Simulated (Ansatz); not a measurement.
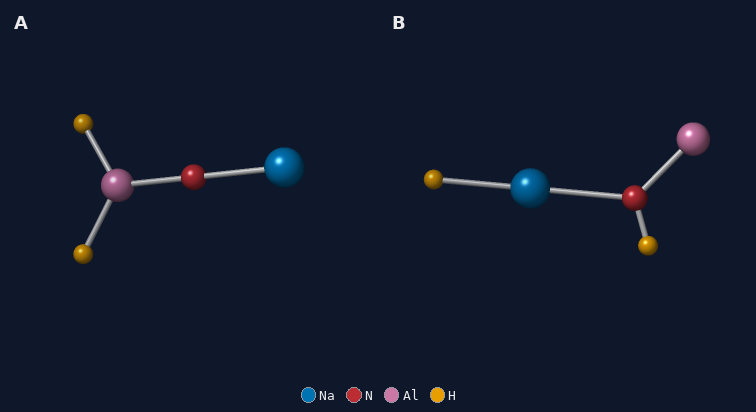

2 stationary structures of one formula. Charge 0, doublet. Geometries: PBE-D4/def2-SVP. Electronic energies: PBE-D4/def2-SVP (Ansatz 0.2.0), without zero-point energy. No frequency run is at hand to confirm each as a minimum.

Rank them by energy, lowest first.

A is lowest; B lies 4.7 kJ/mol above it (Cs).
